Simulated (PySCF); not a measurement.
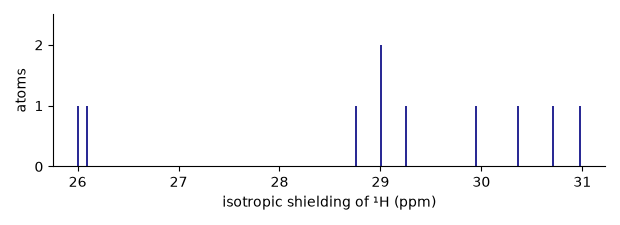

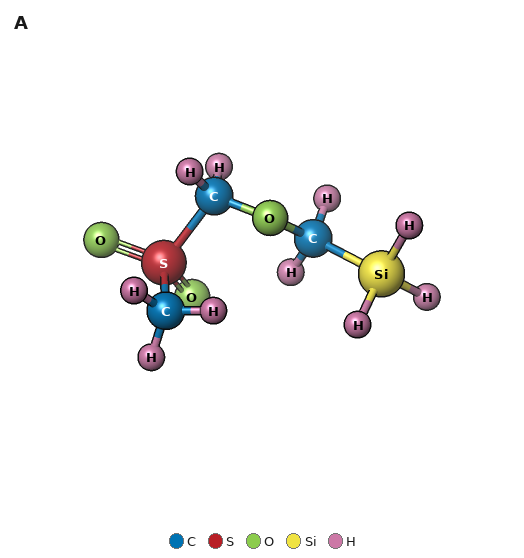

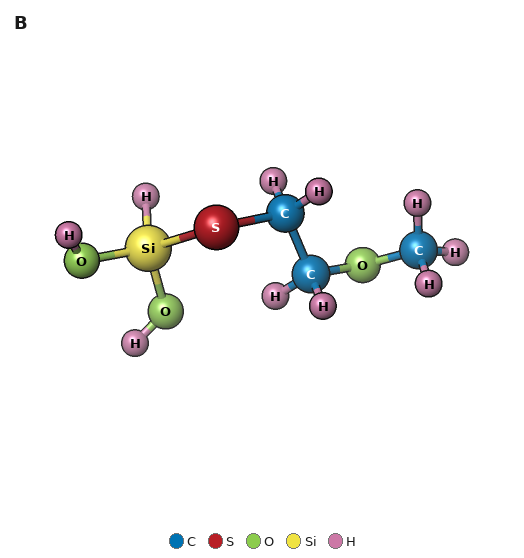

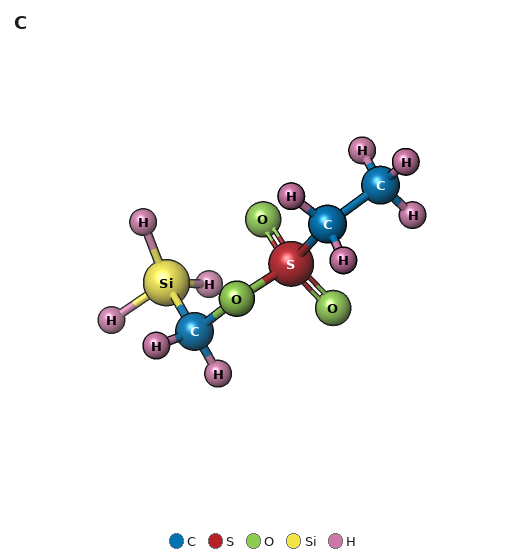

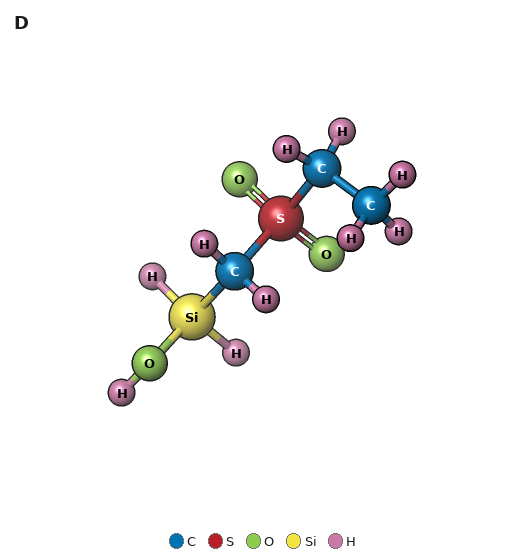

The sticks are computed shieldings of one of the molecules, for one fixed geometry (GFN2-xTB) without averaging over rotations. Low shielding means a high chemical shift. Method: GIAO PBE0/pcSseg-1 NMR shielding, non-relativistic, gas phase (PySCF 2.14.0).

**Which molecule gives this pattern?**

D, `CCS(=O)(=O)C[SiH2]O`. Its 10 H atoms give lines at 26.01, 26.09, 28.76, 29.01 (2 atoms), 29.25, 29.95, 30.36, 30.71, 30.98 ppm.

The geometry is semi-empirical. Around Si such bond lengths and angles can be off by a tenth of an ångström or more and by several degrees, and values that hang on the shape move with them.
